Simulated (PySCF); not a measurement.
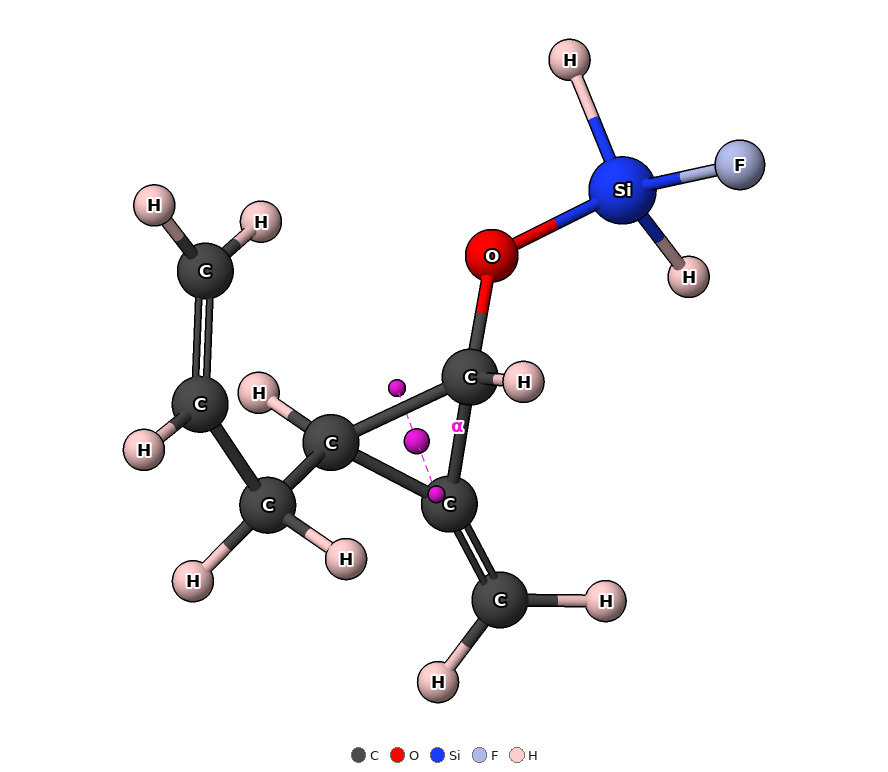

The small points mark where nucleus-independent chemical shifts (NICS) were computed: at the centre of each lettered ring and 1 Å above and below it. The geometry was computed by an optimisation with GFN2-xTB. No frequency run is at hand to confirm it as a minimum. Properties computed with GIAO PBE0/pcSseg-1 NMR shielding, non-relativistic, gas phase (PySCF 2.14.0).

Give NICS(0), NICS(1) and the out-of-plane component NICS(1)zz for each ring (means of the two sides).

```
ring  members  NICS(0)  NICS(1)  NICS(1)zz
   α       C3    −27.6     −7.5      −16.2
```

Values in ppm.

The geometry is semi-empirical. Around Si such bond lengths and angles can be off by a tenth of an ångström or more and by several degrees, and values that hang on the shape move with them.
